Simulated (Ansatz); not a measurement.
**C₂H₅F₃Sn (SnEtF3): density, localisation and related maps**

Input

```
crystal:
  periodic: [false, false, false]
  atoms:
    - {symbol: Sn, position_ang: [-0.329371, -0.447880, -1.429656]}
    - {symbol: C, position_ang: [-0.302013, -0.416154, 0.714560]}
    - {symbol: C, position_ang: [0.541891, 0.744842, 1.227787]}
    - {symbol: H, position_ang: [0.087643, -1.400110, 1.019340]}
    - {symbol: H, position_ang: [-1.356598, -0.354333, 1.025573]}
    - {symbol: H, position_ang: [0.557635, 0.740024, 2.330037]}
    - {symbol: H, position_ang: [1.584236, 0.679395, 0.880340]}
    - {symbol: H, position_ang: [0.139237, 1.718080, 0.907715]}
    - {symbol: F, position_ang: [1.447099, -0.423295, -2.181017]}
    - {symbol: F, position_ang: [-1.178001, 1.100822, -2.204764]}
    - {symbol: F, position_ang: [-1.191759, -1.941390, -2.289924]}
basis:
  gaussian: {orbitals: def2-TZVP, initial_orbitals: start.molden}
hamiltonian: {xc: pbe0, dispersion: d4}
scf: {omitted_lower_state_checks: [starts]}
output: {orbitals: {seedname: orbitals}}
```

Run with:

```sh
ansatz run in.yaml --threads 2 --pin off --events-out ev --progress --plain --max-ram 31744MiB --backend cpu
```

Geometry: r2SCAN-D4/def2-SVP; core potentials replace the inner electrons of Sn.

These are results of Ansatz, RKS PBE0-D4/def2-TZVP, not measurements.

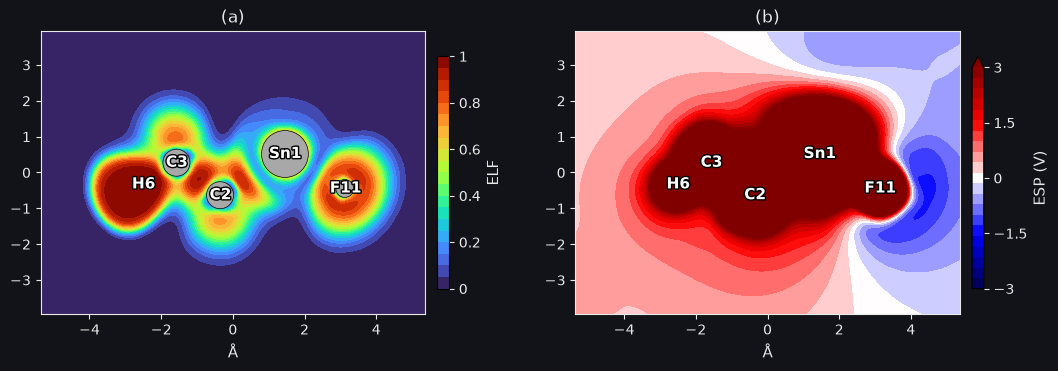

Figure 1. (a) ELF; (b) electrostatic potential on the plane of atoms C2, Sn1 and F11. Grey discs cover the atomic cores in the ELF map.

> What does the map show?

The plane passes through Sn, C, H and F nuclei.
C–C (1.52 Å): the ELF peaks at about 0.95 between the atoms, as expected for a shared electron pair.
Sn–F (1.93 Å): the ELF peaks at about 0.80 in the valence shell of F, 0.5 Å from its nucleus, and drops to about 0.15 between the two atoms.
C–Sn (2.14 Å): the ELF peaks at about 0.85 in the valence shell of C, 0.6 Å from its nucleus, and is about 0.45 at the midpoint.
C–H (1.10 Å): the ELF climbs to about 1 towards the hydrogen, as it does in any bond to H: a covalent bond by its length.
The ELF also peaks beside F11, away from the bonds: lone-pair regions.
Outside the dense part of the molecule the potential is most negative (−1.4 V) near F11.

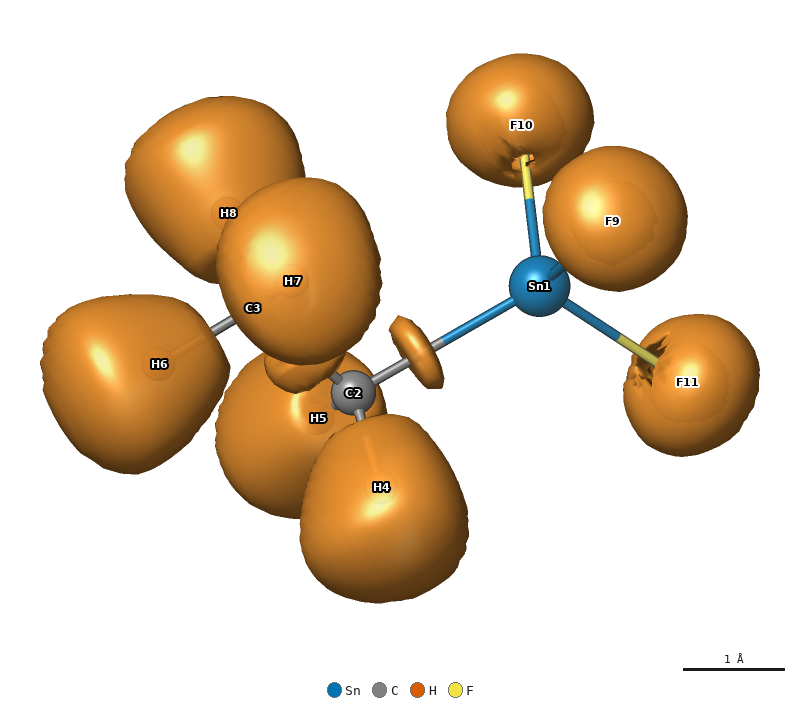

Figure 2. Isosurface of the electron localisation function at 0.8 (orange), seen at a tilt. Core shells and regions of very low density are left out.

> Where are the electrons localised?

The surface consists of one region between bonded C–C atoms (shared pairs), five regions around hydrogen nuclei, one lobe of the valence shell of C pointing towards Sn (polar bonds) and three regions wrapped around F (the valence shell of each).

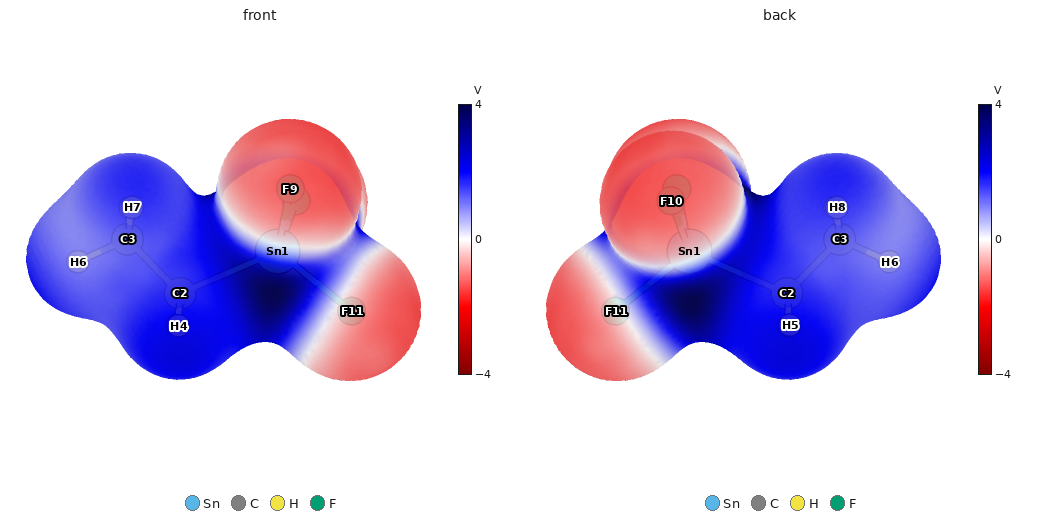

Figure 3. The molecular electrostatic potential painted on the density surface at 0.004 e/bohr³, seen from the front and from behind; red is negative and blue positive.

> Where is the surface potential most negative and most positive?

The most negative region (about −1.4 V) lies over F9, F10 and F11, the most positive (about +3.9 V) over Sn1.

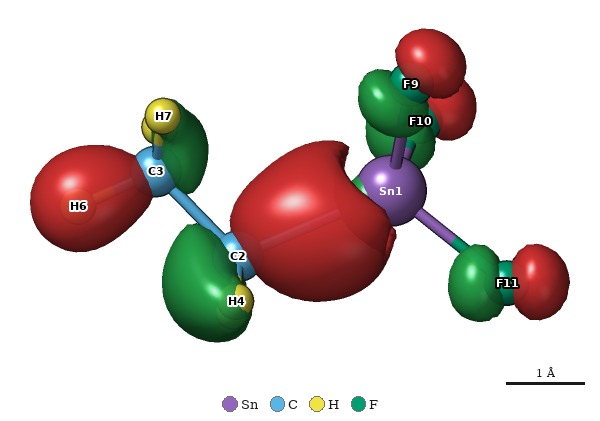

Figure 4. One frontier orbital at ±0.15 Å⁻³ᐟ² (green and red are the two phases), seen across its widest extent.

> Which orbital is it: HOMO or LUMO?

The HOMO, at −9.50 eV. It lies mainly on C2 (about 25 %), Sn1 (about 20 %), C3 (about 10 %), F11 (about 10 %), F10 (about 10 %) and F9 (about 10 %).
